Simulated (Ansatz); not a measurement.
```
Ca Yb
1.0
     3.81311    0.00000    0.00000
    -1.90656    3.30225    0.00000
     0.00000    0.00000   12.60631
Ca Yb
3 1
Direct
  0.00000 0.00000 0.00000
  0.66667 0.33333 0.74686
  0.66667 0.33333 0.25314
  0.00000 0.00000 0.50000
```

Space group P-6m2; a structure from a database of computed crystals, not necessarily the ambient phase; a generated structure, not necessarily the stable one; changed on purpose from its base cell (volume × 0.97, shape and atoms relaxed); computed without spin polarisation; no Hubbard U on the f states and no spin–orbit coupling.

These are results of Ansatz, DFT PBE, scalar-relativistic, plane waves, PAW, not measurements.

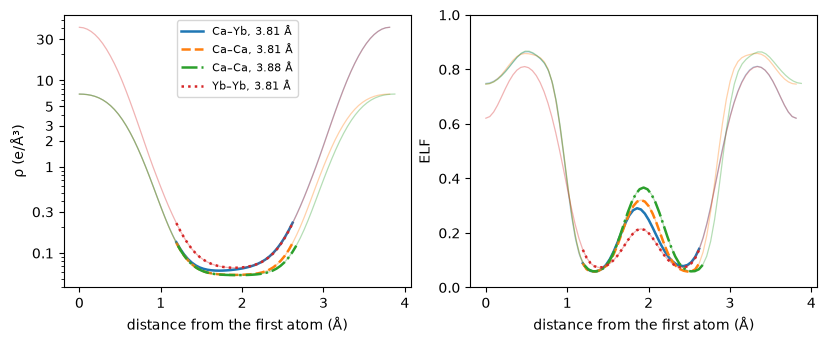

Ca₃Yb. Valence electron density and electron localisation function along straight lines between neighbouring atoms. Thin, pale parts lie inside the atomic spheres.

In a PAW calculation such maps are meaningful between the atoms, not at the nuclei.

Q: Compare the contacts.

A: Ca–Yb (3.81 Å): ρ is about 0.06 e/Å³ halfway; the ELF is about 0.30 at the midpoint (no shared electron pair shows on this line).
Ca–Ca (3.81 Å): ρ is about 0.06 e/Å³ halfway; the ELF is about 0.30 at the midpoint (no localised pair shows between them).
Ca–Ca (3.88 Å): ρ at the midpoint is about 0.06 e/Å³; the ELF is about 0.35 at the midpoint; no localised pair shows between them.
Yb–Yb (3.81 Å): ρ at the midpoint is about 0.07 e/Å³; the ELF is about 0.20 at the midpoint (no localised pair shows between them).
